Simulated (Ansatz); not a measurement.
**Cu$_{2}$F (doublet): density, localisation and related maps**

Input

```
crystal:
  periodic: [false, false, false]
  atoms:
    - {symbol: Cu, position_ang: [0.213969, 0.508936, 1.148362]}
    - {symbol: Cu, position_ang: [0.647454, 0.049359, -1.096300]}
    - {symbol: F, position_ang: [-0.861424, -0.558285, -0.052062]}
basis:
  gaussian: {orbitals: def2-TZVP, initial_orbitals: start.molden}
magnetization: {spin_polarized: true, initial_magnetization: 1}
hamiltonian: {xc: pbe0, dispersion: d4}
output: {orbitals: {seedname: orbitals}}
```

Command:

```sh
ansatz run in.yaml --threads 4 --pin off --events-out ev --progress --plain --max-ram 3916MiB
```

Geometry: r2SCAN-D4/def2-TZVP.

These are results of UKS PBE0-D4/def2-TZVP (Ansatz), not measurements.

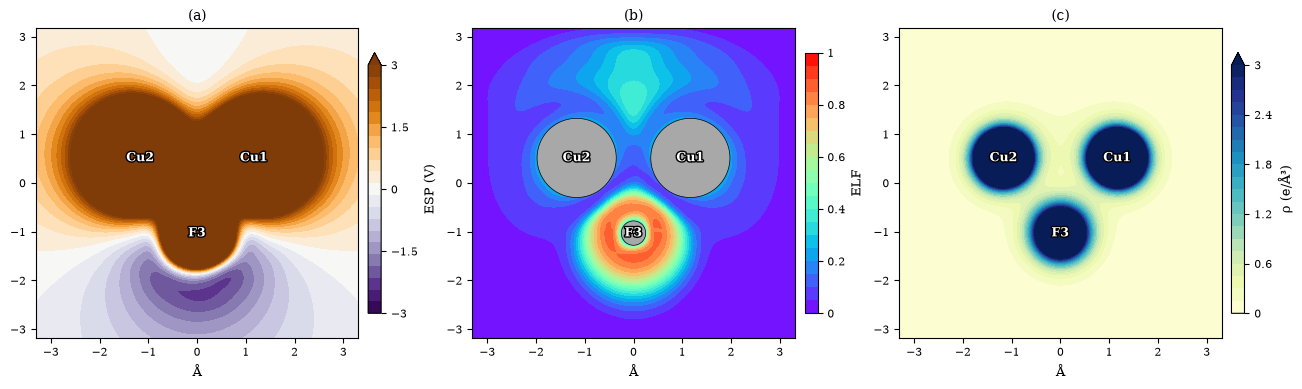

Figure 1. (a) molecular electrostatic potential; (b) ELF; (c) total electron density on the molecular plane. Grey discs cover the atomic cores in the ELF map.

### Describe what can be read from this map.

- The plane passes through Cu and F nuclei.
- Cu–F (1.93 Å): the density is about 0.55 e/Å³ at the midpoint; the ELF peaks at about 0.85 in the valence shell of F, 0.5 Å from its nucleus, and is about 0.10 at the midpoint.
- Cu–Cu (2.33 Å): ρ at the midpoint is about 0.31 e/Å³; the ELF is about 0.10 at the midpoint.
- Outside the dense part of the molecule the potential is most negative (−2.2 V) near F3.

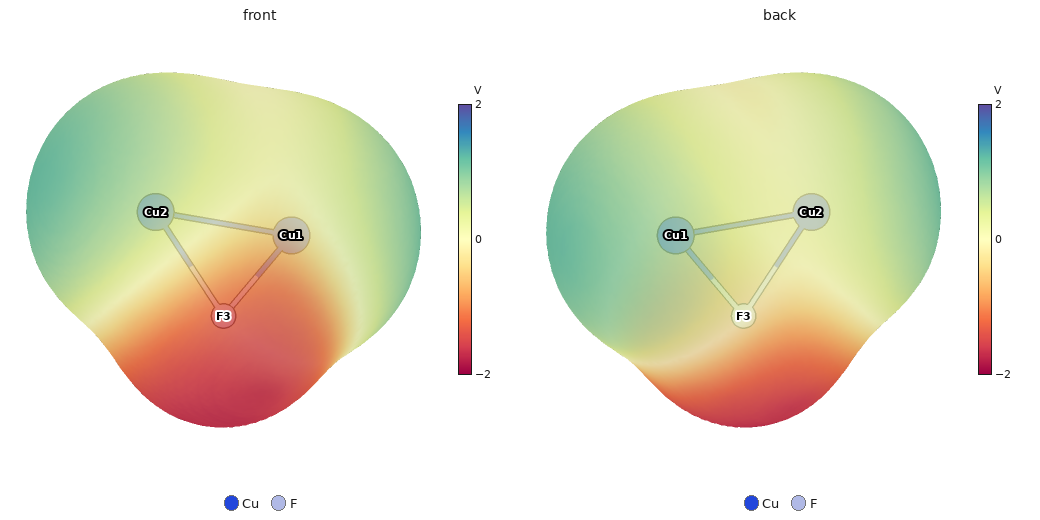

Figure 2. The electrostatic potential painted on the density surface at 0.001 e/bohr³, seen from the front and from behind; the colour scale runs from red (negative) to blue (positive).

### Where is the surface potential most negative and most positive?

The most negative region (about −1.7 V, or −39 kcal/mol for a unit charge) lies over F3, the most positive (about +1.2 V, or +28 kcal/mol for a unit charge) over Cu1 and Cu2.

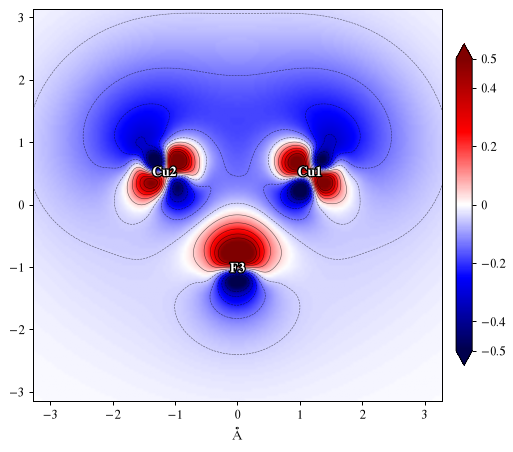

Figure 3. The HOMO (α) on the molecular plane (values in Å⁻³ᐟ²; the overall sign is arbitrary).

### What is the character of this orbital?

Its weight (Hirshfeld) is mainly on Cu1 (about 45 %), Cu2 (about 45 %) and F3 (about 10 %). Its energy is −5.11 eV.
